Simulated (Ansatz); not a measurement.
## Fields on a plane of ZrGeS (space group P4/nmm)

```
ZrGeS
1.0
    3.57543     0.00000     0.00000
    0.00000     3.57543     0.00000
    0.00000     0.00000     7.93433
Zr Ge S
2 2 2
Direct
  0.00000   0.50000   0.72348
  0.50000   0.00000   0.27652
  0.50000   0.50000   0.00000
  0.00000   0.00000   0.00000
  0.00000   0.50000   0.37984
  0.50000   0.00000   0.62016
```

The slice is a (001) plane (indices of the conventional cell) through the point (0.000, 0.500, 0.380) (fractional), spanned by u = [100] and v = [010] in vectors of this cell: u (3.58 Å) and v (3.58 Å, at 90° to u). It covers one period; positions are fractions (u, v).

Atoms on it: S at (0.00, 0.00). Other atoms lie within 1 Å of the plane.

All values below come from LDA (plane waves to 420 eV, PAW, scalar-relativistic; Ansatz, a quantum-chemistry and plane-wave program). k mesh 13×13×6. Inside the PAW spheres the values are not all-electron values, and peaks at nuclei hang on which shells count as valence. ZrGeS is run without spin polarisation. ZrGeS was relaxed with its symmetry unable to fall.

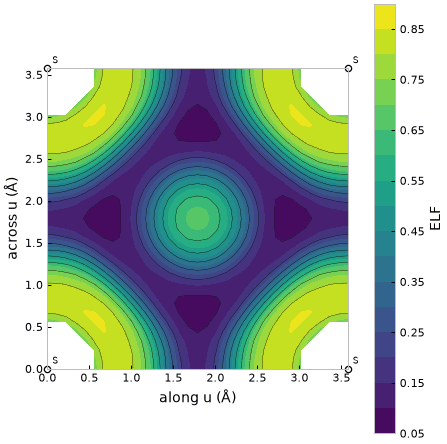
*Electron localisation function (ELF), one period of the plane, atoms marked. Points within 0.5 Å of a nucleus are left white, as the pseudised field means little there.*

```
|xxxxxxxxx:+#%@@@@@@@%#+:xxxxxxxx|
|xxxxxxxxx-+#%@@@@@@@%#+-xxxxxxxx|
|xxxxxxxxx-*#%%%%%%%%%#*-xxxxxxxx|
|xxxxxxxxx=*##%%%%%%%##*=xxxxxxxx|
|xxxxxxxx-+*#####*#####*+-xxxxxxx|
|xxxxxxx:=+****+++++****+=:xxxxxx|
|xxxxxx:-++++===---===++++-:xxxxx|
|xxxxx-=+++==-:.....:-==+++=-xxxx|
|::--=++++=-:.       .:-=++++=--:|
|+++****+=-:           :-=+****++|
|######*+=:     xxx     :=+*#####|
|%%%%##*=-.   xxxxxxx   .-=*##%%%|
|@@@%%#*=:   xxxxxxxxx   :=*#%%@@|
|@@@%%#+=.   xxxxxxxxx   .=+#%%@@|
|@@@%%#+-.  xxxxxxxxxxx  .-+#%%@@|
|@@@%%*+-.  xxxxxxxxxxx  .-+*%%@@|
|@@@%%#+-.  xxxxxxxxxxx  .-+#%%@@|
|@@@%%#+=.   xxxxxxxxx   .=+#%%@@|
|@@@%%#*=:   xxxxxxxxx   :=*#%%@@|
|%%%%##*=-.   xxxxxxx   .-=*##%%%|
|######*+=:     xxx     :=+*#####|
|+++****+=-:           :-=+****++|
|::--=++++=-:.       .:-=++++=--:|
|xxxxx-=+++==-:.....:-==+++=-xxxx|
|xxxxxx:-++++===---===++++-:xxxxx|
|xxxxxxx:=+****+++++****+=:xxxxxx|
|xxxxxxxx-+*#####*#####*+-xxxxxxx|
|xxxxxxxxx=*##%%%%%%%##*=xxxxxxxx|
|xxxxxxxxx-*#%%%%%%%%%#*-xxxxxxxx|
|xxxxxxxxx-+#%@@@@@@@%#+-xxxxxxxx|
|xxxxxxxxx:+#%@@@@@@@%#+:xxxxxxxx|
|xxxxxxxxx:+#%@@@@@@@%#+:xxxxxxxx|
```
Scale: ten equal steps from 1.00 (start of ' ') to 9.86 (end of '@'), in the order ' .:-=+*#%@'. Values: electrostatic potential energy of an electron, from the cell's mean, in eV. The map has 32 points along u (one character each, u = 0 at the left) and 32 along v (v = 0 in the bottom row). Points within 1 Å of a nucleus are blanked (x), as the pseudised field means little there. Values under 1 eV are set to 1. The zero, the cell's mean, hangs on the PAW cores.
